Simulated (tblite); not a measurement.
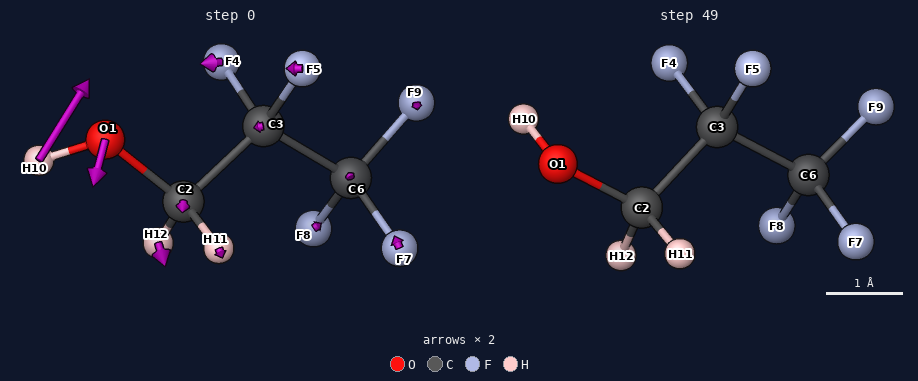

The structure of C3H3F5O before (left) and after (right) a relaxation, at one scale. The purple arrows give the displacements, 2 times their true length.

Style: ball-and-stick. Shown at a tilt.

Method: GFN2-xTB geometry optimisation, gas phase in tblite. 

Describe what moved and what it gained.

After 49 geometry steps the energy has fallen by 40.6 kJ/mol. The atom that moves furthest after the best rigid fit is H10 (0.67 Å). Largest moves by element: H 0.67 Å, O 0.34 Å, F 0.17 Å, C 0.09 Å. Near-neighbour distances that change, for instance: C6–F9 1.373 → 1.326 Å, O1–C2 1.430 → 1.388 Å, C6–F8 1.377 → 1.336 Å, C6–F7 1.369 → 1.335 Å. Bond angles that change, for instance: O1–C2–C3 104.0° → 111.9°, C3–C6–F9 107.0° → 112.8°, H11–C2–H12 115.1° → 109.6°. Groups turn about O1–C2 by about 75°. The run took 0.19 s on 1 thread of Arm Neoverse V2, on a shared host.
